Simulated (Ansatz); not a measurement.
# Molecular dynamics, with input and output: CH10AsNSi (part 1 of 3)

The run: molecular dynamics of CH10AsNSi. Method and program: RHF/def2-SVP (Ansatz 0.2.0).

It belongs to a series of runs on one base structure; here: dynamics from the highest image of the converged band. Figures and captions count atoms from 1; the log counts them from 0 in places.

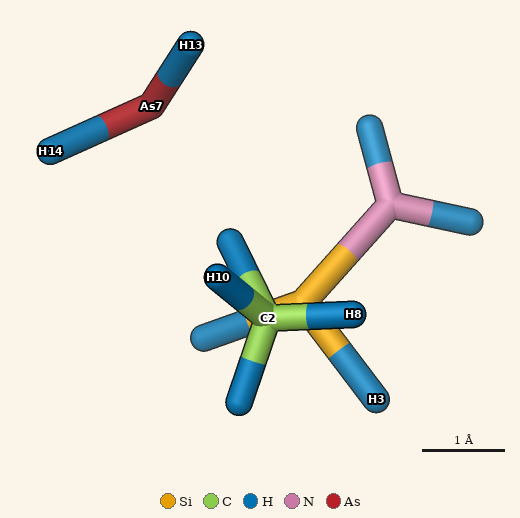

*The starting structure (stick view, seen at a tilt; atoms are numbered from 1 in the order of the input).*

## The input
```yaml
crystal:
  periodic: [false, false, false]
  atoms:
    - { symbol: Si, position_ang: [-0.235289, -0.477184, -0.993794] }
    - { symbol: C, position_ang: [0.499438, -1.165611, 0.906644] }
    - { symbol: H, position_ang: [0.381705, -1.678192, -1.6199] }
    - { symbol: H, position_ang: [-1.681788, -0.685219, -0.967288] }
    - { symbol: "N", position_ang: [0.575322, 0.777336, -1.775004] }
    - { symbol: H, position_ang: [-0.13615, -0.062455, 0.720279] }
    - { symbol: As, position_ang: [-1.165936, 1.811148, 0.82078] }
    - { symbol: H, position_ang: [1.54162, -1.232231, 0.599414] }
    - { symbol: H, position_ang: [-0.006729, -2.127516, 0.831486] }
    - { symbol: H, position_ang: [0.471821, -0.847964, 1.949794] }
    - { symbol: H, position_ang: [0.386465, 1.751644, -1.656456] }
    - { symbol: H, position_ang: [1.277602, 0.577896, -2.460464] }
    - { symbol: H, position_ang: [0.010362, 2.216872, 1.690773] }
    - { symbol: H, position_ang: [-1.918345, 1.141675, 1.953836] }
basis:
  gaussian: { orbitals: def2-SVP }
hamiltonian:
  xc: hf
md:
  timestep: 0.5
  n_steps: 200
  ensemble: nve
  temperature: 300.0
  initial_velocities: maxwell_boltzmann
  seed: 6971
```

Hardware: 2 threads of Arm Neoverse V2, 24 GiB of memory available, shared host.

Launched with:
```bash
ansatz run input.yaml --threads 2 --pin off --max-ram 3072MiB --backend cpu --events-out ev --progress --plain --runs-dir out
```

## Output
```
Engine: ansatz 0.2.0, aarch64-unknown-linux-gnu
Functional definition: HF
  exchange = exact_x
  correlation = 0
1383 factors; integrals over basis functions are off by at most 5.9e-4 eV
mean field evaluation 1: about -71310.1940 eV, gradient 3.3e1 eV
mean field evaluation 2: about -71310.2401 eV, gradient 3.3e1 eV
mean field evaluation 4: about -71313.2574 eV, gradient 3.5e0 eV
mean field evaluation 8: about -71313.3065 eV, gradient 2.0e-1 eV
mean field -71313.30676076 eV, -2620.7156855623 hartree, gradient 1.0e-5 eV, S^2 0.000000; 0 other end points of the search recorded, 0 dependent functions left out
the calculation of the forces begins
reference -71313.30676076 eV, -2620.7156855623 hartree; 35, 35 occupied and 93, 93 virtual orbitals, 1383 factors
md step     0: t =     0.00 fs  T =   300.0 K  F+E_penalty+E_count = -71313.30676076 eV  E_kin = 0.465336 eV  conserved = -71312.84142476 eV  (34 SCF iters)
these checks for a lower state are left out or cut short: starts, cluster_reference, orbital_swaps, neighbouring_geometries, increment
1383 factors; integrals over basis functions are off by at most 6.0e-4 eV
mean field evaluation 16: about -71313.3023 eV, gradient 1.5e-4 eV
mean field -71313.30228159 eV, -2620.7155209560 hartree, gradient 1.1e-5 eV, S^2 0.000000; 0 other end points of the search recorded, 0 dependent functions left out
the calculation of the forces begins
reference -71313.30228159 eV, -2620.7155209560 hartree; 35, 35 occupied and 93, 93 virtual orbitals, 1383 factors
md step     1: t =     0.50 fs  T =   297.2 K  F+E_penalty+E_count = -71313.30228159 eV  E_kin = 0.460955 eV  conserved = -71312.84132694 eV  (33 SCF iters)
[... from here on the SCF iterations and repeated set-up lines of each step are left out, up to the last step ...]
md step     2: t =     1.00 fs  T =   289.7 K  F+E_penalty+E_count = -71313.29043068 eV  E_kin = 0.449307 eV  conserved = -71312.84112330 eV  (33 SCF iters)
md step     3: t =     1.50 fs  T =   279.4 K  F+E_penalty+E_count = -71313.27429705 eV  E_kin = 0.433432 eV  conserved = -71312.84086476 eV  (33 SCF iters)
md step     4: t =     2.00 fs  T =   269.0 K  F+E_penalty+E_count = -71313.25784780 eV  E_kin = 0.417237 eV  conserved = -71312.84061086 eV  (33 SCF iters)
md step     5: t =     2.50 fs  T =   260.8 K  F+E_penalty+E_count = -71313.24500888 eV  E_kin = 0.404607 eV  conserved = -71312.84040201 eV  (33 SCF iters)
md step     6: t =     3.00 fs  T =   257.1 K  F+E_penalty+E_count = -71313.23904255 eV  E_kin = 0.398802 eV  conserved = -71312.84024075 eV  (33 SCF iters)
md step     7: t =     3.50 fs  T =   259.4 K  F+E_penalty+E_count = -71313.24250256 eV  E_kin = 0.402409 eV  conserved = -71312.84009371 eV  (33 SCF iters)
md step     8: t =     4.00 fs  T =   269.4 K  F+E_penalty+E_count = -71313.25774349 eV  E_kin = 0.417833 eV  conserved = -71312.83991090 eV  (32 SCF iters)
md step     9: t =     4.50 fs  T =   288.9 K  F+E_penalty+E_count = -71313.28769670 eV  E_kin = 0.448045 eV  conserved = -71312.83965192 eV  (32 SCF iters)
md step    10: t =     5.00 fs  T =   320.6 K  F+E_penalty+E_count = -71313.33653276 eV  E_kin = 0.497229 eV  conserved = -71312.83930376 eV  (32 SCF iters)
md step    11: t =     5.50 fs  T =   368.1 K  F+E_penalty+E_count = -71313.40991440 eV  E_kin = 0.571019 eV  conserved = -71312.83889564 eV  (31 SCF iters)
md step    12: t =     6.00 fs  T =   435.9 K  F+E_penalty+E_count = -71313.51463679 eV  E_kin = 0.676127 eV  conserved = -71312.83850997 eV  (32 SCF iters)
md step    13: t =     6.50 fs  T =   528.1 K  F+E_penalty+E_count = -71313.65748656 eV  E_kin = 0.819186 eV  conserved = -71312.83830045 eV  (31 SCF iters)
md step    14: t =     7.00 fs  T =   647.6 K  F+E_penalty+E_count = -71313.84307813 eV  E_kin = 1.004568 eV  conserved = -71312.83851018 eV  (31 SCF iters)
md step    15: t =     7.50 fs  T =   793.6 K  F+E_penalty+E_count = -71314.07040815 eV  E_kin = 1.230935 eV  conserved = -71312.83947363 eV  (31 SCF iters)
md step    16: t =     8.00 fs  T =   958.4 K  F+E_penalty+E_count = -71314.32812313 eV  E_kin = 1.486549 eV  conserved = -71312.84157372 eV  (31 SCF iters)
md step    17: t =     8.50 fs  T =  1124.4 K  F+E_penalty+E_count = -71314.58922686 eV  E_kin = 1.744108 eV  conserved = -71312.84511849 eV  (30 SCF iters)
md step    18: t =     9.00 fs  T =  1261.8 K  F+E_penalty+E_count = -71314.80730727 eV  E_kin = 1.957237 eV  conserved = -71312.85007059 eV  (30 SCF iters)
md step    19: t =     9.50 fs  T =  1330.2 K  F+E_penalty+E_count = -71314.91881347 eV  E_kin = 2.063334 eV  conserved = -71312.85547967 eV  (31 SCF iters)
md step    20: t =    10.00 fs  T =  1290.4 K  F+E_penalty+E_count = -71314.86016579 eV  E_kin = 2.001573 eV  conserved = -71312.85859248 eV  (30 SCF iters)
md step    21: t =    10.50 fs  T =  1132.2 K  F+E_penalty+E_count = -71314.61099669 eV  E_kin = 1.756126 eV  conserved = -71312.85487089 eV  (33 SCF iters)
md step    22: t =    11.00 fs  T =   912.1 K  F+E_penalty+E_count = -71314.25694493 eV  E_kin = 1.414790 eV  conserved = -71312.84215468 eV  (30 SCF iters)
md step    23: t =    11.50 fs  T =   759.6 K  F+E_penalty+E_count = -71314.00659626 eV  E_kin = 1.178293 eV  conserved = -71312.82830310 eV  (30 SCF iters)
md step    24: t =    12.00 fs  T =   799.5 K  F+E_penalty+E_count = -71314.06756069 eV  E_kin = 1.240057 eV  conserved = -71312.82750396 eV  (31 SCF iters)
md step    25: t =    12.50 fs  T =  1038.2 K  F+E_penalty+E_count = -71314.45130683 eV  E_kin = 1.610416 eV  conserved = -71312.84089039 eV  (30 SCF iters)
md step    26: t =    13.00 fs  T =  1356.1 K  F+E_penalty+E_count = -71314.95819077 eV  E_kin = 2.103416 eV  conserved = -71312.85477427 eV  (30 SCF iters)
md step    27: t =    13.50 fs  T =  1614.7 K  F+E_penalty+E_count = -71315.36459406 eV  E_kin = 2.504571 eV  conserved = -71312.86002281 eV  (30 SCF iters)
md step    28: t =    14.00 fs  T =  1744.2 K  F+E_penalty+E_count = -71315.56352886 eV  E_kin = 2.705518 eV  conserved = -71312.85801123 eV  (30 SCF iters)
md step    29: t =    14.50 fs  T =  1745.2 K  F+E_penalty+E_count = -71315.56029695 eV  E_kin = 2.707055 eV  conserved = -71312.85324228 eV  (30 SCF iters)
md step    30: t =    15.00 fs  T =  1652.4 K  F+E_penalty+E_count = -71315.41164350 eV  E_kin = 2.563094 eV  conserved = -71312.84854922 eV  (31 SCF iters)
md step    31: t =    15.50 fs  T =  1506.3 K  F+E_penalty+E_count = -71315.18139862 eV  E_kin = 2.336523 eV  conserved = -71312.84487567 eV  (31 SCF iters)
md step    32: t =    16.00 fs  T =  1341.3 K  F+E_penalty+E_count = -71314.92274268 eV  E_kin = 2.080488 eV  conserved = -71312.84225436 eV  (31 SCF iters)
md step    33: t =    16.50 fs  T =  1182.8 K  F+E_penalty+E_count = -71314.67518908 eV  E_kin = 1.834734 eV  conserved = -71312.84045506 eV  (31 SCF iters)
md step    34: t =    17.00 fs  T =  1049.2 K  F+E_penalty+E_count = -71314.46672407 eV  E_kin = 1.627495 eV  conserved = -71312.83922924 eV  (31 SCF iters)
md step    35: t =    17.50 fs  T =   953.2 K  F+E_penalty+E_count = -71314.31686408 eV  E_kin = 1.478470 eV  conserved = -71312.83839457 eV  (31 SCF iters)
md step    36: t =    18.00 fs  T =   903.3 K  F+E_penalty+E_count = -71314.23900911 eV  E_kin = 1.401135 eV  conserved = -71312.83787453 eV  (32 SCF iters)
md step    37: t =    18.50 fs  T =   904.9 K  F+E_penalty+E_count = -71314.24138401 eV  E_kin = 1.403671 eV  conserved = -71312.83771278 eV  (32 SCF iters)
md step    38: t =    19.00 fs  T =   959.5 K  F+E_penalty+E_count = -71314.32636859 eV  E_kin = 1.488328 eV  conserved = -71312.83804024 eV  (32 SCF iters)
md step    39: t =    19.50 fs  T =  1063.5 K  F+E_penalty+E_count = -71314.48866848 eV  E_kin = 1.649663 eV  conserved = -71312.83900521 eV  (31 SCF iters)
md step    40: t =    20.00 fs  T =  1207.3 K  F+E_penalty+E_count = -71314.71330354 eV  E_kin = 1.872597 eV  conserved = -71312.84070606 eV  (31 SCF iters)
md step    41: t =    20.50 fs  T =  1374.0 K  F+E_penalty+E_count = -71314.97434903 eV  E_kin = 2.131171 eV  conserved = -71312.84317811 eV  (31 SCF iters)
md step    42: t =    21.00 fs  T =  1539.7 K  F+E_penalty+E_count = -71315.23468653 eV  E_kin = 2.388255 eV  conserved = -71312.84643195 eV  (31 SCF iters)
md step    43: t =    21.50 fs  T =  1673.7 K  F+E_penalty+E_count = -71315.44653154 eV  E_kin = 2.596116 eV  conserved = -71312.85041510 eV  (33 SCF iters)
md step    44: t =    22.00 fs  T =  1740.1 K  F+E_penalty+E_count = -71315.55381556 eV  E_kin = 2.699152 eV  conserved = -71312.85466355 eV  (31 SCF iters)
md step    45: t =    22.50 fs  T =  1704.8 K  F+E_penalty+E_count = -71315.50186254 eV  E_kin = 2.644361 eV  conserved = -71312.85750200 eV  (31 SCF iters)
md step    46: t =    23.00 fs  T =  1553.3 K  F+E_penalty+E_count = -71315.26488324 eV  E_kin = 2.409356 eV  conserved = -71312.85552741 eV  (31 SCF iters)
md step    47: t =    23.50 fs  T =  1320.8 K  F+E_penalty+E_count = -71314.89448817 eV  E_kin = 2.048668 eV  conserved = -71312.84581972 eV  (31 SCF iters)
md step    48: t =    24.00 fs  T =  1108.9 K  F+E_penalty+E_count = -71314.55216590 eV  E_kin = 1.720045 eV  conserved = -71312.83212119 eV  (31 SCF iters)
md step    49: t =    24.50 fs  T =  1042.9 K  F+E_penalty+E_count = -71314.44387931 eV  E_kin = 1.617630 eV  conserved = -71312.82624951 eV  (31 SCF iters)
md step    50: t =    25.00 fs  T =  1173.5 K  F+E_penalty+E_count = -71314.65461545 eV  E_kin = 1.820242 eV  conserved = -71312.83437296 eV  (31 SCF iters)
md step    51: t =    25.50 fs  T =  1430.5 K  F+E_penalty+E_count = -71315.06656755 eV  E_kin = 2.218874 eV  conserved = -71312.84769325 eV  (31 SCF iters)
md step    52: t =    26.00 fs  T =  1689.6 K  F+E_penalty+E_count = -71315.47615066 eV  E_kin = 2.620745 eV  conserved = -71312.85540538 eV  (31 SCF iters)
md step    53: t =    26.50 fs  T =  1864.8 K  F+E_penalty+E_count = -71315.74828237 eV  E_kin = 2.892564 eV  conserved = -71312.85571788 eV  (31 SCF iters)
md step    54: t =    27.00 fs  T =  1935.7 K  F+E_penalty+E_count = -71315.85471853 eV  E_kin = 3.002524 eV  conserved = -71312.85219417 eV  (31 SCF iters)
md step    55: t =    27.50 fs  T =  1922.7 K  F+E_penalty+E_count = -71315.83049795 eV  E_kin = 2.982408 eV  conserved = -71312.84808964 eV  (31 SCF iters)
md step    56: t =    28.00 fs  T =  1857.9 K  F+E_penalty+E_count = -71315.72661336 eV  E_kin = 2.881754 eV  conserved = -71312.84485904 eV  (31 SCF iters)
md step    57: t =    28.50 fs  T =  1768.6 K  F+E_penalty+E_count = -71315.58601217 eV  E_kin = 2.743245 eV  conserved = -71312.84276722 eV  (31 SCF iters)
md step    58: t =    29.00 fs  T =  1673.5 K  F+E_penalty+E_count = -71315.43739777 eV  E_kin = 2.595798 eV  conserved = -71312.84159932 eV  (31 SCF iters)
md step    59: t =    29.50 fs  T =  1583.4 K  F+E_penalty+E_count = -71315.29707117 eV  E_kin = 2.456044 eV  conserved = -71312.84102717 eV  (31 SCF iters)
md step    60: t =    30.00 fs  T =  1503.7 K  F+E_penalty+E_count = -71315.17311049 eV  E_kin = 2.332351 eV  conserved = -71312.84075995 eV  (31 SCF iters)
md step    61: t =    30.50 fs  T =  1436.9 K  F+E_penalty+E_count = -71315.06940485 eV  E_kin = 2.228819 eV  conserved = -71312.84058634 eV  (31 SCF iters)
md step    62: t =    31.00 fs  T =  1385.0 K  F+E_penalty+E_count = -71314.98863447 eV  E_kin = 2.148241 eV  conserved = -71312.84039353 eV  (32 SCF iters)
md step    63: t =    31.50 fs  T =  1349.8 K  F+E_penalty+E_count = -71314.93383092 eV  E_kin = 2.093661 eV  conserved = -71312.84016954 eV  (32 SCF iters)
md step    64: t =    32.00 fs  T =  1333.5 K  F+E_penalty+E_count = -71314.90844923 eV  E_kin = 2.068465 eV  conserved = -71312.83998445 eV  (32 SCF iters)
md step    65: t =    32.50 fs  T =  1338.0 K  F+E_penalty+E_count = -71314.91526400 eV  E_kin = 2.075331 eV  conserved = -71312.83993281 eV  (34 SCF iters)
md step    66: t =    33.00 fs  T =  1363.5 K  F+E_penalty+E_count = -71314.95493942 eV  E_kin = 2.114877 eV  conserved = -71312.84006241 eV  (32 SCF iters)
md step    67: t =    33.50 fs  T =  1408.7 K  F+E_penalty+E_count = -71315.02533858 eV  E_kin = 2.185006 eV  conserved = -71312.84033250 eV  (32 SCF iters)
md step    68: t =    34.00 fs  T =  1470.9 K  F+E_penalty+E_count = -71315.12215999 eV  E_kin = 2.281519 eV  conserved = -71312.84064116 eV  (31 SCF iters)
md step    69: t =    34.50 fs  T =  1547.0 K  F+E_penalty+E_count = -71315.24049747 eV  E_kin = 2.399598 eV  conserved = -71312.84089982 eV  (31 SCF iters)
md step    70: t =    35.00 fs  T =  1634.4 K  F+E_penalty+E_count = -71315.37622019 eV  E_kin = 2.535118 eV  conserved = -71312.84110204 eV  (30 SCF iters)
md step    71: t =    35.50 fs  T =  1730.9 K  F+E_penalty+E_count = -71315.52615274 eV  E_kin = 2.684804 eV  conserved = -71312.84134841 eV  (32 SCF iters)
md step    72: t =    36.00 fs  T =  1834.1 K  F+E_penalty+E_count = -71315.68668194 eV  E_kin = 2.844855 eV  conserved = -71312.84182742 eV  (32 SCF iters)
md step    73: t =    36.50 fs  T =  1939.4 K  F+E_penalty+E_count = -71315.85107797 eV  E_kin = 3.008304 eV  conserved = -71312.84277411 eV  (32 SCF iters)
md step    74: t =    37.00 fs  T =  2038.4 K  F+E_penalty+E_count = -71316.00620636 eV  E_kin = 3.161788 eV  conserved = -71312.84441824 eV  (31 SCF iters)
md step    75: t =    37.50 fs  T =  2116.3 K  F+E_penalty+E_count = -71316.12956902 eV  E_kin = 3.282681 eV  conserved = -71312.84688809 eV  (31 SCF iters)
md step    76: t =    38.00 fs  T =  2152.2 K  F+E_penalty+E_count = -71316.18829102 eV  E_kin = 3.338302 eV  conserved = -71312.84998894 eV  (31 SCF iters)
md step    77: t =    38.50 fs  T =  2121.5 K  F+E_penalty+E_count = -71316.14343369 eV  E_kin = 3.290639 eV  conserved = -71312.85279436 eV  (31 SCF iters)
md step    78: t =    39.00 fs  T =  2006.4 K  F+E_penalty+E_count = -71315.96539786 eV  E_kin = 3.112174 eV  conserved = -71312.85322339 eV  (31 SCF iters)
md step    79: t =    39.50 fs  T =  1815.4 K  F+E_penalty+E_count = -71315.66466792 eV  E_kin = 2.815978 eV  conserved = -71312.84868967 eV  (31 SCF iters)
md step    80: t =    40.00 fs  T =  1602.8 K  F+E_penalty+E_count = -71315.32531291 eV  E_kin = 2.486111 eV  conserved = -71312.83920204 eV  (31 SCF iters)
md step    81: t =    40.50 fs  T =  1460.9 K  F+E_penalty+E_count = -71315.09675268 eV  E_kin = 2.266080 eV  conserved = -71312.83067236 eV  (32 SCF iters)
md step    82: t =    41.00 fs  T =  1466.4 K  F+E_penalty+E_count = -71315.10540937 eV  E_kin = 2.274532 eV  conserved = -71312.83087775 eV  (31 SCF iters)
md step    83: t =    41.50 fs  T =  1617.3 K  F+E_penalty+E_count = -71315.34822055 eV  E_kin = 2.508623 eV  conserved = -71312.83959726 eV  (32 SCF iters)
md step    84: t =    42.00 fs  T =  1835.1 K  F+E_penalty+E_count = -71315.69540078 eV  E_kin = 2.846443 eV  conserved = -71312.84895825 eV  (32 SCF iters)
md step    85: t =    42.50 fs  T =  2027.6 K  F+E_penalty+E_count = -71315.99842626 eV  E_kin = 3.145113 eV  conserved = -71312.85331333 eV  (31 SCF iters)
md step    86: t =    43.00 fs  T =  2141.9 K  F+E_penalty+E_count = -71316.17515795 eV  E_kin = 3.322315 eV  conserved = -71312.85284332 eV  (31 SCF iters)
md step    87: t =    43.50 fs  T =  2169.7 K  F+E_penalty+E_count = -71316.21558884 eV  E_kin = 3.365489 eV  conserved = -71312.85010010 eV  (33 SCF iters)
md step    88: t =    44.00 fs  T =  2128.5 K  F+E_penalty+E_count = -71316.14860210 eV  E_kin = 3.301545 eV  conserved = -71312.84705743 eV  (31 SCF iters)
md step    89: t =    44.50 fs  T =  2042.4 K  F+E_penalty+E_count = -71316.01260689 eV  E_kin = 3.168045 eV  conserved = -71312.84456160 eV  (30 SCF iters)
md step    90: t =    45.00 fs  T =  1933.1 K  F+E_penalty+E_count = -71315.84125608 eV  E_kin = 2.998481 eV  conserved = -71312.84277486 eV  (30 SCF iters)
md step    91: t =    45.50 fs  T =  1816.7 K  F+E_penalty+E_count = -71315.65954249 eV  E_kin = 2.817952 eV  conserved = -71312.84159001 eV  (31 SCF iters)
md step    92: t =    46.00 fs  T =  1704.3 K  F+E_penalty+E_count = -71315.48447194 eV  E_kin = 2.643637 eV  conserved = -71312.84083464 eV  (31 SCF iters)
md step    93: t =    46.50 fs  T =  1603.2 K  F+E_penalty+E_count = -71315.32712739 eV  E_kin = 2.486776 eV  conserved = -71312.84035102 eV  (32 SCF iters)
md step    94: t =    47.00 fs  T =  1518.1 K  F+E_penalty+E_count = -71315.19477543 eV  E_kin = 2.354753 eV  conserved = -71312.84002231 eV  (32 SCF iters)
md step    95: t =    47.50 fs  T =  1452.3 K  F+E_penalty+E_count = -71315.09246392 eV  E_kin = 2.252679 eV  conserved = -71312.83978509 eV  (32 SCF iters)
md step    96: t =    48.00 fs  T =  1408.2 K  F+E_penalty+E_count = -71315.02389155 eV  E_kin = 2.184270 eV  conserved = -71312.83962183 eV  (33 SCF iters)
md step    97: t =    48.50 fs  T =  1387.4 K  F+E_penalty+E_count = -71314.99161437 eV  E_kin = 2.152071 eV  conserved = -71312.83954362 eV  (32 SCF iters)
md step    98: t =    49.00 fs  T =  1390.8 K  F+E_penalty+E_count = -71314.99684153 eV  E_kin = 2.157273 eV  conserved = -71312.83956830 eV  (33 SCF iters)
md step    99: t =    49.50 fs  T =  1418.0 K  F+E_penalty+E_count = -71315.03915086 eV  E_kin = 2.199450 eV  conserved = -71312.83970125 eV  (33 SCF iters)
md step   100: t =    50.00 fs  T =  1467.6 K  F+E_penalty+E_count = -71315.11640763 eV  E_kin = 2.276480 eV  conserved = -71312.83992752 eV  (33 SCF iters)
md step   101: t =    50.50 fs  T =  1537.5 K  F+E_penalty+E_count = -71315.22502142 eV  E_kin = 2.384807 eV  conserved = -71312.84021478 eV  (26 SCF iters)
md step   102: t =    51.00 fs  T =  1624.6 K  F+E_penalty+E_count = -71315.36048379 eV  E_kin = 2.519951 eV  conserved = -71312.84053255 eV  (32 SCF iters)
md step   103: t =    51.50 fs  T =  1725.8 K  F+E_penalty+E_count = -71315.51788671 eV  E_kin = 2.677000 eV  conserved = -71312.84088694 eV  (33 SCF iters)
md step   104: t =    52.00 fs  T =  1837.7 K  F+E_penalty+E_count = -71315.69189768 eV  E_kin = 2.850535 eV  conserved = -71312.84136300 eV  (32 SCF iters)
md step   105: t =    52.50 fs  T =  1955.6 K  F+E_penalty+E_count = -71315.87558363 eV  E_kin = 3.033433 eV  conserved = -71312.84215054 eV  (32 SCF iters)
```
